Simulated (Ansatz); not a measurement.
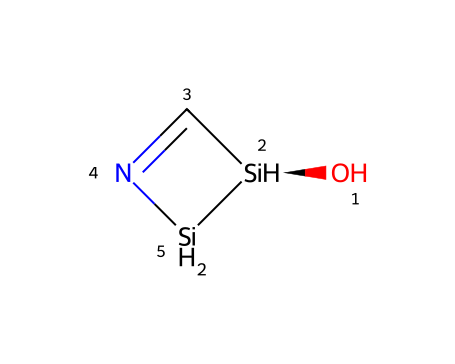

A structural formula, with wedges where it has stereocentres; small numbers name the atoms. The configuration is that of a computed structure (PBE-D4/def2-SVP).

**Give the R/S and E/Z labels.**

Si2: S.

**Write the isomeric SMILES.**

O[Si@@H]1C=N[SiH2]1
